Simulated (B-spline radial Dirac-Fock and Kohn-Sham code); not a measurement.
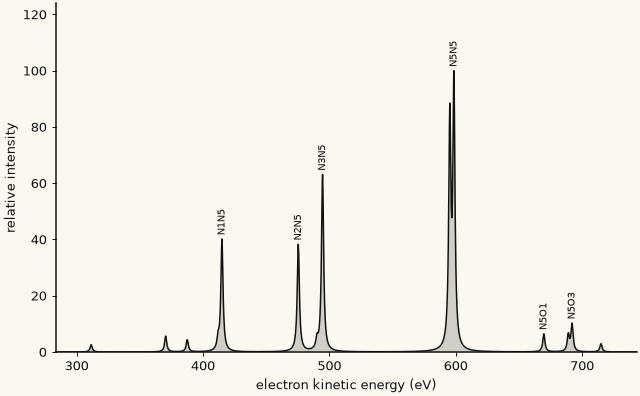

Auger groups that fill an M5 (3d5/2) hole, broadened by 2.0 eV full width. Kinetic energies count from the vacuum level; very weak lines are left out. The figure is for the ion La⁺ ([Xe] 5d2). Method: independent-particle Coulomb rates on relativistic LDA orbitals, configuration-average energies from Dirac–Fock (computed with a B-spline radial atomic code).

Question: Which group is strongest?

Answer: M5-N5N5 at 598.5 eV, 25 % of the non-radiative width.

Question: How wide is the M5 level from this decay?

Answer: The non-radiative width is 0.762 eV.
